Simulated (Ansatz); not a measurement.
## LiH8ClO4: geometry relaxation (part 1 of 2)

The run: geometry relaxation of LiH8ClO4 (disordered cell, 14 atoms in the cell). Method and program: DFT LDA, scalar-relativistic, plane waves, PAW, no spin polarisation (Ansatz 0.2.0).

It belongs to a series of runs on one base structure; here: start relaxed. Figures and captions count atoms from 1; the log counts them from 0 in places.

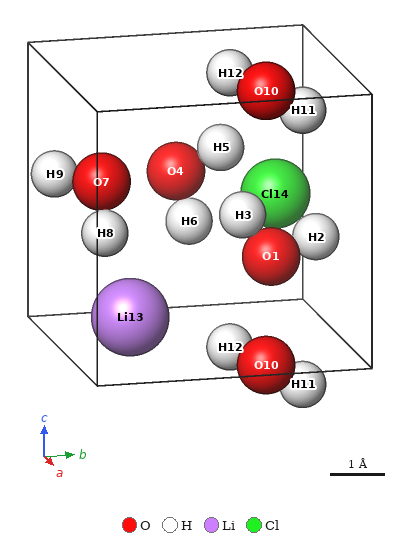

The starting structure (spheres-only view of the cell of the calculation, seen slightly off an axis; atoms are numbered from 1 in the order of the input).

The input:
```yaml
accuracy: low
crystal:
  lattice:
    - [5.284803, 0.0, 0.0]
    - [0.0, 5.284803, 0.0]
    - [0.0, 0.0, 5.284803]
  atoms:
    - { symbol: O, position: [0.4834397, 0.7631147, 0.2929742] }
    - { symbol: H, position: [0.4461936, 0.9347982, 0.3451924] }
    - { symbol: H, position: [0.4622158, 0.6646163, 0.4460651] }
    - { symbol: O, position: [0.1270493, 0.5064009, 0.5307372] }
    - { symbol: H, position: [0.1851569, 0.6543419, 0.6219851] }
    - { symbol: H, position: [0.1658723, 0.5442112, 0.355659] }
    - { symbol: O, position: [0.6184635, 0.1120748, 0.6416075] }
    - { symbol: H, position: [0.6827848, 0.1075478, 0.4700514] }
    - { symbol: H, position: [0.5036914, -0.0305822, 0.6497064] }
    - { symbol: O, position: [0.8961999, 0.6406803, 1.0093047] }
    - { symbol: H, position: [0.8407203, 0.7879079, 0.9153086] }
    - { symbol: H, position: [0.7414464, 0.5481616, 1.0421813] }
    - { symbol: Li, position: [0.3567054, 0.2821461, 0.0703703] }
    - { symbol: Cl, position: [0.0075459, 0.8981228, 0.393618] }
basis:
  ecutwfc: 420.0
kpoints:
  mp_grid: { grid: [1, 1, 1] }
hamiltonian:
  xc: lda
scf:
  occupations: { method: fermi_dirac, width: 0.05 }
  lower_state_search: "off"
relax:
  f_tol: 0.3
  max_steps: 15
  adjacent_minimum: "off"
```

Run as:
```bash
ansatz run input.yaml --threads 1 --pin off --max-ram 3072MiB --backend cpu --events-out ev --progress --plain --runs-dir out
```

What the program printed:
```
Engine: ansatz 0.2.0, aarch64-unknown-linux-gnu
Pseudopotentials: kind: paw
Pseudopotential: O, paw, valence charge 6, recommended cutoff 420 eV (normal), O.paw.azcp
Pseudopotential: H, paw, valence charge 1, recommended cutoff 420 eV (normal), H.paw.azcp
Pseudopotential: Li, paw, valence charge 3, recommended cutoff 420 eV (normal), Li.paw.azcp
Pseudopotential: Cl, paw, valence charge 7, recommended cutoff 420 eV (normal), Cl.paw.azcp
Functional definition: SPW92
  exchange = slater_x
  correlation = pw_c
Crystal: 14 atoms, lattice volume = 147.600 Å³
Basis set: ecut = 420 eV, 2897 PW (Γ)
Bands: 35, of which v1, the nominal top of the filled ones, is band 21 counted from 1 (20 counted from 0)
Symmetry: 1 space group operations
Space group: P1 (ITA 1), of the structure as read, at distance tolerance 5.3e-5 Å
k-points: 1
Non-local potential: O, projectors of the file, l = 0: 2, l = 1: 2, l = 2: 1
Non-local potential: H, projectors of the file, l = 0: 2, l = 1: 1
Non-local potential: Li, projectors of the file, l = 0: 3, l = 1: 2, l = 2: 1
Non-local potential: Cl, projectors of the file, l = 0: 2, l = 1: 2, l = 2: 2
PAW form: soft (Blöchl's): semilocal exchange-correlation on the pseudo side does not see the compensation charge
PAW frozen core: O, regenerated for the run's functional, and the local potential with it (the file was generated under x = pbe(κ = 0.804, μ = 0.2195149727645171), c = pbe(β = 0.06672455060314922))
PAW frozen core: Cl, regenerated for the run's functional, and the local potential with it (the file was generated under x = pbe(κ = 0.804, μ = 0.2195149727645171), c = pbe(β = 0.06672455060314922))
PAW one-centre angular grid: O, 110 points (default); XC on 64 Gauss nodes
PAW one-centre angular grid: H, 110 points (default); XC on 64 Gauss nodes
PAW one-centre angular grid: Li, 110 points (default); XC on 64 Gauss nodes
PAW one-centre angular grid: Cl, 110 points (default); XC on 64 Gauss nodes
Initial density: superposition of atomic densities (neutral atoms: chi_scale 0, normalization atom), corrected by the library's trained network
Initial wavefunctions: pseudopotential atomic-orbital guess
Functional: x = slater, c = lda
SCF iter   1: F=—  HF=-3589.452225 eV  |F-HF|=—  |Δ(HF+E_count)|=         —  Δρ=1.28e-2  dr2=2.60e-1  ethr=1.77e-3  ⟨swp⟩=6.0  Hψ=173  notcnv=0  defer=3
preconditioner: auto → Resta (q_TF=auto, 2.213 Å⁻¹)  ε∞=3.0  [insulator: Δε(μ)=0.443 eV  Ē_g=12.166 eV  σ=0.050 eV  W_gap=0.98  n_scr=26 (ndim 8)  ℏωp=17.3 eV  f_vac=0.188  D(μ)=0.93/eV (n_scr^D=0)  ε∞_Penn≈3.0]
SCF iter   2: F=—  HF=-3589.404086 eV  |F-HF|=—  |Δ(HF+E_count)|=   4.81e-2  Δρ=5.74e-3  dr2=4.80e-2  ethr=6.19e-4  ⟨swp⟩=2.0  Hψ=51  notcnv=0  defer=9
SCF iter   3: F=—  HF=-3589.394610 eV  |F-HF|=—  |Δ(HF+E_count)|=   9.48e-3  Δρ=2.67e-3  dr2=7.27e-3  ethr=1.14e-4  ⟨swp⟩=2.0  Hψ=29  notcnv=0  defer=9
SCF iter   4: F=—  HF=-3589.393193 eV  |F-HF|=—  |Δ(HF+E_count)|=   1.42e-3  Δρ=6.61e-4  dr2=8.16e-4  ethr=1.73e-5  ⟨swp⟩=2.0  Hψ=47  notcnv=0  defer=9
SCF iter   5: F=—  HF=-3589.393157 eV  |F-HF|=—  |Δ(HF+E_count)|=   3.59e-5  Δρ=3.52e-4  dr2=1.61e-4  ethr=1.94e-6  ⟨swp⟩=2.0  Hψ=41  notcnv=0  defer=9
SCF iter   6: F=—  HF=-3589.393160 eV  |F-HF|=—  |Δ(HF+E_count)|=   2.48e-6  Δρ=1.03e-4  dr2=2.55e-5  ethr=2.38e-7  ⟨swp⟩=3.0  Hψ=111  notcnv=0
SCF iter   7: F=-3589.393163 eV  HF=-3589.393163 eV  |F-HF|=4.04e-7  |Δ(HF+E_count)|=   3.58e-6  Δρ=3.98e-5  dr2=2.16e-6  ethr=6.08e-8  ⟨swp⟩=4.0  Hψ=86  notcnv=0
SCF 1 converged in 7 iterations: F = -3589.393163 eV  dr2 = 2.16e-6
  greatest PAW one-centre occupation: 0.999 electrons in one spin orbital (limit 2), on the Li atom at site 12 (counted from 0), in its partial waves of l = 0
relax step   1: F+E_penalty+E_count = -3589.39316296 eV  Δ(F+E_penalty+E_count) = +0.000e0 eV  max|allowed force component| = 5.541e0 eV/Å  Δτ_max = 0.0000 Å  (7 SCF iters, dr2 threshold 1.00e-4 eV, accepted)
Initial density: handed on by an earlier stage of this run
Initial wavefunctions: those handed on with the density
iter 1 solved again at ethr=5.17e-4 eV; its pass at ethr=3.10e-3 eV (dr2=2.17e-1 eV) is discarded
SCF iter   1: F=—  HF=-3591.445016 eV  |F-HF|=—  |Δ(HF+E_count)|=         —  Δρ=2.00e-2  dr2=2.19e-1  ethr=5.17e-4  ⟨swp⟩=2.0  Hψ=147  notcnv=0  defer=9
preconditioner: auto → Resta (q_TF=auto, 2.213 Å⁻¹)  ε∞=2.6  [insulator: Δε(μ)=1.341 eV  Ē_g=15.256 eV  σ=0.050 eV  W_gap=1.00  n_scr=26 (ndim 8)  ℏωp=19.3 eV  f_vac=0.186  D(μ)=0.00/eV (n_scr^D=0)  ε∞_Penn≈2.6]
SCF iter   2: F=—  HF=-3591.398397 eV  |F-HF|=—  |Δ(HF+E_count)|=   4.66e-2  Δρ=9.62e-3  dr2=4.18e-2  ethr=5.17e-4  ⟨swp⟩=2.0  Hψ=40  notcnv=0  defer=9
SCF iter   3: F=—  HF=-3591.393961 eV  |F-HF|=—  |Δ(HF+E_count)|=   4.44e-3  Δρ=3.66e-3  dr2=1.16e-2  ethr=9.96e-5  ⟨swp⟩=2.0  Hψ=48  notcnv=0  defer=9
SCF iter   4: F=—  HF=-3591.391408 eV  |F-HF|=—  |Δ(HF+E_count)|=   2.55e-3  Δρ=6.82e-4  dr2=5.09e-4  ethr=2.76e-5  ⟨swp⟩=2.0  Hψ=49  notcnv=0  defer=9
SCF iter   5: F=—  HF=-3591.391475 eV  |F-HF|=—  |Δ(HF+E_count)|=   6.73e-5  Δρ=2.27e-4  dr2=7.64e-5  ethr=2.38e-7  ⟨swp⟩=4.0  Hψ=146  notcnv=0
SCF iter   6: F=—  HF=-3591.391484 eV  |F-HF|=—  |Δ(HF+E_count)|=   9.12e-6  Δρ=1.25e-4  dr2=2.11e-5  ethr=1.82e-7  ⟨swp⟩=5.0  Hψ=104  notcnv=0
SCF iter   7: F=-3591.391487 eV  HF=-3591.391486 eV  |F-HF|=6.48e-7  |Δ(HF+E_count)|=   1.70e-6  Δρ=3.04e-5  dr2=1.71e-6  ethr=5.02e-8  ⟨swp⟩=4.0  Hψ=94  notcnv=0
SCF 2 converged in 7 iterations: F = -3591.391487 eV  dr2 = 1.71e-6
relax step   2: F+E_penalty+E_count = -3591.39148681 eV  Δ(F+E_penalty+E_count) = -1.998e0 eV  max|allowed force component| = 2.673e0 eV/Å  Δτ_max = 0.1998 Å  (7 SCF iters, dr2 threshold 1.00e-4 eV, accepted)
iter 1 solved again at ethr=6.88e-4 eV; its pass at ethr=3.10e-3 eV (dr2=2.89e-1 eV) is discarded
SCF iter   1: F=—  HF=-3592.706327 eV  |F-HF|=—  |Δ(HF+E_count)|=         —  Δρ=2.07e-2  dr2=2.88e-1  ethr=6.88e-4  ⟨swp⟩=1.0  Hψ=166  notcnv=0  defer=4
preconditioner: auto → Resta (q_TF=auto, 2.213 Å⁻¹)  ε∞=2.6  [insulator: Δε(μ)=2.102 eV  Ē_g=15.255 eV  σ=0.050 eV  W_gap=1.00  n_scr=26 (ndim 8)  ℏωp=19.3 eV  f_vac=0.189  D(μ)=0.00/eV (n_scr^D=0)  ε∞_Penn≈2.6]
SCF iter   2: F=—  HF=-3592.642936 eV  |F-HF|=—  |Δ(HF+E_count)|=   6.34e-2  Δρ=1.01e-2  dr2=5.69e-2  ethr=6.85e-4  ⟨swp⟩=2.0  Hψ=53  notcnv=0  defer=4
SCF iter   3: F=—  HF=-3592.634742 eV  |F-HF|=—  |Δ(HF+E_count)|=   8.19e-3  Δρ=3.78e-3  dr2=1.46e-2  ethr=1.35e-4  ⟨swp⟩=2.0  Hψ=70  notcnv=0  defer=4
SCF iter   4: F=—  HF=-3592.631483 eV  |F-HF|=—  |Δ(HF+E_count)|=   3.26e-3  Δρ=7.11e-4  dr2=7.11e-4  ethr=3.47e-5  ⟨swp⟩=2.0  Hψ=58  notcnv=0  defer=4
[...]
relax step   3: F+E_penalty+E_count = -3592.63149042 eV  Δ(F+E_penalty+E_count) = -1.240e0 eV  max|allowed force component| = 2.202e0 eV/Å  Δτ_max = 0.1948 Å  (7 SCF iters, dr2 threshold 1.00e-4 eV, accepted)
preconditioner: auto → Resta (q_TF=auto, 2.213 Å⁻¹)  ε∞=2.6  [insulator: Δε(μ)=2.871 eV  Ē_g=15.444 eV  σ=0.050 eV  W_gap=1.00  n_scr=26 (ndim 8)  ℏωp=19.3 eV  f_vac=0.181  D(μ)=0.00/eV (n_scr^D=0)  ε∞_Penn≈2.6]
relax step   4: F+E_penalty+E_count = -3593.66137758 eV  Δ(F+E_penalty+E_count) = -1.030e0 eV  max|allowed force component| = 2.164e0 eV/Å  Δτ_max = 0.1949 Å  (6 SCF iters, dr2 threshold 1.00e-4 eV, accepted)
preconditioner: auto → Resta (q_TF=auto, 2.213 Å⁻¹)  ε∞=2.5  [insulator: Δε(μ)=3.370 eV  Ē_g=15.729 eV  σ=0.050 eV  W_gap=1.00  n_scr=26 (ndim 8)  ℏωp=19.3 eV  f_vac=0.174  D(μ)=0.00/eV (n_scr^D=0)  ε∞_Penn≈2.5]
relax step   5: F+E_penalty+E_count = -3594.38690964 eV  Δ(F+E_penalty+E_count) = -7.255e-1 eV  max|allowed force component| = 8.226e-1 eV/Å  Δτ_max = 0.1950 Å  (7 SCF iters, dr2 threshold 1.00e-4 eV, accepted)
preconditioner: auto → Resta (q_TF=auto, 2.213 Å⁻¹)  ε∞=2.5  [insulator: Δε(μ)=3.650 eV  Ē_g=15.911 eV  σ=0.050 eV  W_gap=1.00  n_scr=26 (ndim 8)  ℏωp=19.3 eV  f_vac=0.173  D(μ)=0.00/eV (n_scr^D=0)  ε∞_Penn≈2.5]
  greatest PAW one-centre occupation: 1.000 electrons in one spin orbital (limit 2), on the Li atom at site 12 (counted from 0), in its partial waves of l = 0
relax step   6: F+E_penalty+E_count = -3594.87728492 eV  Δ(F+E_penalty+E_count) = -4.904e-1 eV  max|allowed force component| = 5.488e-1 eV/Å  Δτ_max = 0.1949 Å  (7 SCF iters, dr2 threshold 9.78e-5 eV, accepted)
preconditioner: auto → Resta (q_TF=auto, 2.213 Å⁻¹)  ε∞=2.5  [insulator: Δε(μ)=3.943 eV  Ē_g=16.048 eV  σ=0.050 eV  W_gap=1.00  n_scr=26 (ndim 8)  ℏωp=19.3 eV  f_vac=0.178  D(μ)=0.00/eV (n_scr^D=0)  ε∞_Penn≈2.5]
relax step   7: F+E_penalty+E_count = -3595.32101639 eV  Δ(F+E_penalty+E_count) = -4.437e-1 eV  max|allowed force component| = 5.547e-1 eV/Å  Δτ_max = 0.1979 Å  (8 SCF iters, accepted)
preconditioner: auto → Resta (q_TF=auto, 2.213 Å⁻¹)  ε∞=2.4  [insulator: Δε(μ)=4.198 eV  Ē_g=16.204 eV  σ=0.050 eV  W_gap=1.00  n_scr=26 (ndim 8)  ℏωp=19.3 eV  f_vac=0.183  D(μ)=0.00/eV (n_scr^D=0)  ε∞_Penn≈2.4]
relax step   8: F+E_penalty+E_count = -3595.69628339 eV  Δ(F+E_penalty+E_count) = -3.753e-1 eV  max|allowed force component| = 7.440e-1 eV/Å  Δτ_max = 0.1975 Å  (6 SCF iters, dr2 threshold 1.00e-4 eV, accepted)
preconditioner: auto → Resta (q_TF=auto, 2.213 Å⁻¹)  ε∞=2.4  [insulator: Δε(μ)=4.379 eV  Ē_g=16.328 eV  σ=0.050 eV  W_gap=1.00  n_scr=26 (ndim 8)  ℏωp=19.3 eV  f_vac=0.191  D(μ)=0.00/eV (n_scr^D=0)  ε∞_Penn≈2.4]
relax step   9: F+E_penalty+E_count = -3595.98992417 eV  Δ(F+E_penalty+E_count) = -2.936e-1 eV  max|allowed force component| = 9.013e-1 eV/Å  Δτ_max = 0.1951 Å  (7 SCF iters, dr2 threshold 1.00e-4 eV, accepted)
preconditioner: auto → Resta (q_TF=auto, 2.213 Å⁻¹)  ε∞=2.4  [insulator: Δε(μ)=4.582 eV  Ē_g=16.359 eV  σ=0.050 eV  W_gap=1.00  n_scr=26 (ndim 8)  ℏωp=19.3 eV  f_vac=0.206  D(μ)=0.00/eV (n_scr^D=0)  ε∞_Penn≈2.4]
relax step  10: F+E_penalty+E_count = -3596.17793816 eV  Δ(F+E_penalty+E_count) = -1.880e-1 eV  max|allowed force component| = 9.641e-1 eV/Å  Δτ_max = 0.2000 Å  (6 SCF iters, dr2 threshold 1.00e-4 eV, accepted)
preconditioner: auto → Resta (q_TF=auto, 2.213 Å⁻¹)  ε∞=2.4  [insulator: Δε(μ)=4.652 eV  Ē_g=16.445 eV  σ=0.050 eV  W_gap=1.00  n_scr=26 (ndim 8)  ℏωp=19.3 eV  f_vac=0.210  D(μ)=0.00/eV (n_scr^D=0)  ε∞_Penn≈2.4]
relax step  11: F+E_penalty+E_count = -3596.38279663 eV  Δ(F+E_penalty+E_count) = -2.049e-1 eV  max|allowed force component| = 6.730e-1 eV/Å  Δτ_max = 0.1909 Å  (6 SCF iters, dr2 threshold 1.00e-4 eV, accepted)
preconditioner: auto → Resta (q_TF=auto, 2.213 Å⁻¹)  ε∞=2.4  [insulator: Δε(μ)=4.742 eV  Ē_g=16.536 eV  σ=0.050 eV  W_gap=1.00  n_scr=26 (ndim 8)  ℏωp=19.3 eV  f_vac=0.221  D(μ)=0.00/eV (n_scr^D=0)  ε∞_Penn≈2.4]
relax step  12: F+E_penalty+E_count = -3596.57487901 eV  Δ(F+E_penalty+E_count) = -1.921e-1 eV  max|allowed force component| = 5.803e-1 eV/Å  Δτ_max = 0.1934 Å  (6 SCF iters, dr2 threshold 1.00e-4 eV, accepted)
preconditioner: auto → Resta (q_TF=auto, 2.213 Å⁻¹)  ε∞=2.4  [insulator: Δε(μ)=4.802 eV  Ē_g=16.609 eV  σ=0.050 eV  W_gap=1.00  n_scr=26 (ndim 8)  ℏωp=19.3 eV  f_vac=0.225  D(μ)=0.00/eV (n_scr^D=0)  ε∞_Penn≈2.4]
relax step  13: F+E_penalty+E_count = -3596.66092377 eV  Δ(F+E_penalty+E_count) = -8.604e-2 eV  max|allowed force component| = 4.574e-1 eV/Å  Δτ_max = 0.1964 Å  (6 SCF iters, dr2 threshold 1.00e-4 eV, accepted)
preconditioner: auto → Resta (q_TF=auto, 2.213 Å⁻¹)  ε∞=2.3  [insulator: Δε(μ)=4.879 eV  Ē_g=16.660 eV  σ=0.050 eV  W_gap=1.00  n_scr=26 (ndim 8)  ℏωp=19.3 eV  f_vac=0.228  D(μ)=0.00/eV (n_scr^D=0)  ε∞_Penn≈2.3]
relax step  14: F+E_penalty+E_count = -3596.72083745 eV  Δ(F+E_penalty+E_count) = -5.991e-2 eV  max|allowed force component| = 2.914e-1 eV/Å  Δτ_max = 0.1956 Å  (6 SCF iters, dr2 threshold 1.00e-4 eV, accepted)
preconditioner: auto → Resta (q_TF=auto, 2.213 Å⁻¹)  ε∞=2.3  [insulator: Δε(μ)=4.750 eV  Ē_g=16.639 eV  σ=0.050 eV  W_gap=1.00  n_scr=26 (ndim 8)  ℏωp=19.3 eV  f_vac=0.226  D(μ)=0.00/eV (n_scr^D=0)  ε∞_Penn≈2.3]
[...]
SCF iter   3: F=—  HF=-3596.720839 eV  |F-HF|=—  |Δ(HF+E_count)|=   4.07e-7  Δρ=1.05e-5  dr2=3.29e-7  ethr=2.05e-9  ⟨swp⟩=3.0  Hψ=49  notcnv=0  defer=5
SCF iter   4: F=-3596.720839 eV  HF=-3596.720839 eV  |F-HF|=3.32e-9  |Δ(HF+E_count)|=   3.59e-7  Δρ=2.84e-6  dr2=9.25e-9  ethr=2.38e-10  ⟨swp⟩=3.0  Hψ=121  notcnv=0
SCF 15 converged in 4 iterations: F = -3596.720839 eV  dr2 = 9.25e-9
relax step  15: F+E_penalty+E_count = -3596.72083888 eV  Δ(F+E_penalty+E_count) = -1.432e-6 eV  max|allowed force component| = 2.908e-1 eV/Å  Δτ_max = 0.0000 Å  (4 SCF iters, accepted)
```

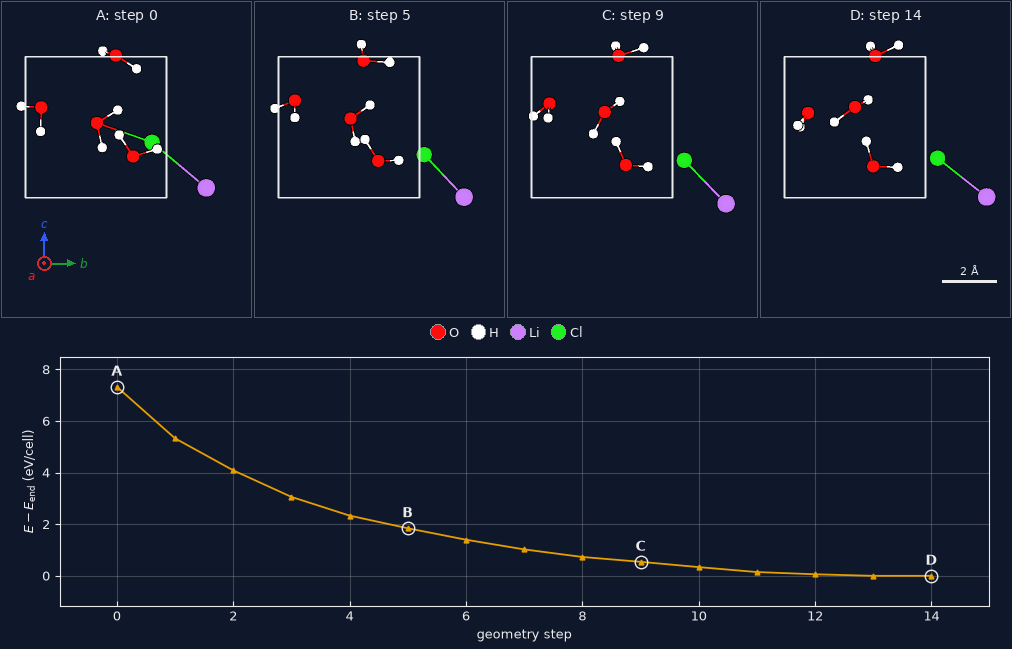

Frames of the relaxation (ball-and-stick view of the cell of the calculation, along the a axis) above the curves, on which the letters mark them (the first geometry is step 0 here and step 1 in the log).

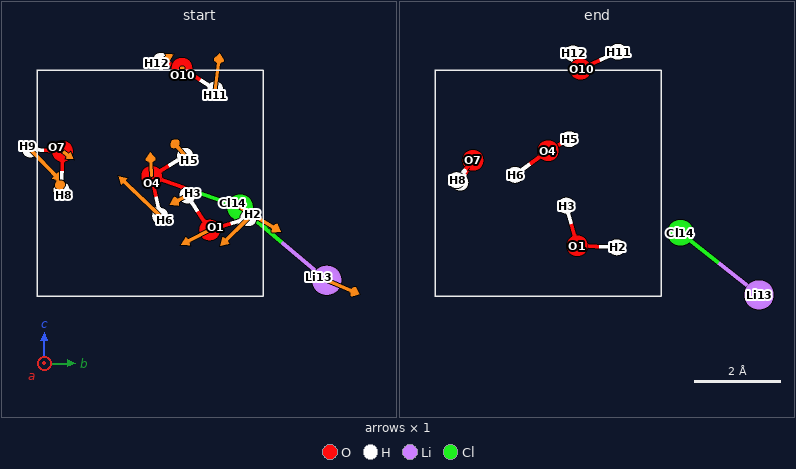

Before (left) and after (right) the relaxation, at one scale (ball-and-stick view of the cell of the calculation, along the a axis). The orange arrows give the displacements, at true length. After 14 geometry steps the energy has fallen by 7.328 eV per cell of the calculation. The largest force component goes from 5.5 to 0.29 eV/Å. The atom that moves furthest is H6 (1.39 Å). Largest moves by element: H 1.39 Å, Cl 1.33 Å, Li 1.11 Å, O 0.81 Å. The cell doesn't change. Among the contacts that change: O4–Cl14 2.282 → 3.664 Å, O4–Li13 3.318 → 1.947 Å, O10–Li13 3.101 → 1.961 Å, O1–Li13 2.880 → 1.972 Å. New bonds form: Li13–Cl14 (3.23 → 2.40 Å), O10–Li13 (3.10 → 1.96 Å), O1–Li13 (2.88 → 1.97 Å), O4–Li13 (3.32 → 1.95 Å). Among the angles that change: H2–O1–H3 104.0° → 100.8°, H5–O4–H6 104.0° → 106.6°. (Atoms are counted from 1 in the order of the input.)

```
SCF converged after 4 iterations
Free energy (F): -3596.720839 eV
Harris-Foulkes:  -3596.720839 eV  (|F-HF|=3.32e-9)
Internal energy: -3596.720839 eV  (E = F + TS)
E sigma→0 (E₀):  -3596.720839 eV
Fermi energy:    0.652087 eV
--- Per-component energies (eV) ---
  E_band       = -415.526721
  E_kinetic    = 990.437550
  E_local      = -2891.392779  (includes V_loc(G=0)·N_el)
  E_nonlocal   = 211.618696
  E_hartree    = 1017.232194
  E_xc         = -472.947900
  E_vxc        = -595.025552  (∫ρ·V_xc dr)
  E_paw        = -1239.546001  (= ΣΔE_a)
  E_vpaw       = -165.633677  (= ΣTr[D̂ρ^β])
  E_aug_tail   = 0.001308  (compensation charges beyond the density's cutoff)
  E_ewald      = -1212.702086
  E_core_change = 0.578178  (= ΣΔE_core)
  E_smearing   = -0.000000  (= −TS)
  E_closure    = -0.000000  (closes the sum)
  Σ components = -3596.720839   (vs F -3596.720839, Δ=0.00e0)
--- Forces (eV/Å), atoms counted from 1 ---
  atom   1  O     -0.02186163     0.05296067     0.01543036
  atom   2  H     -0.02180264    -0.02712894    -0.01283376
  atom   3  H      0.03723603    -0.08961666    -0.00774754
  atom   4  O     -0.09053635    -0.23548349    -0.10349402
  atom   5  H     -0.00118186    -0.04757382     0.01419347
  atom   6  H      0.06121341     0.21902612     0.16152200
  atom   7  O      0.20502709    -0.14228622    -0.28767184
  atom   8  H     -0.29083837     0.19428033     0.12265252
  atom   9  H      0.18930205     0.06714920     0.08488150
  atom  10  O     -0.03521698     0.10261737     0.03901594
  atom  11  H     -0.01571817    -0.07367838    -0.05297676
  atom  12  H      0.02081189    -0.03466226     0.02856817
  atom  13  Li    -0.03593311     0.01051734     0.14861319
  atom  14  Cl    -0.00050339     0.00386985    -0.15012125
  max |Σ_I F_I| component: 3.20e-5 eV/Å
```
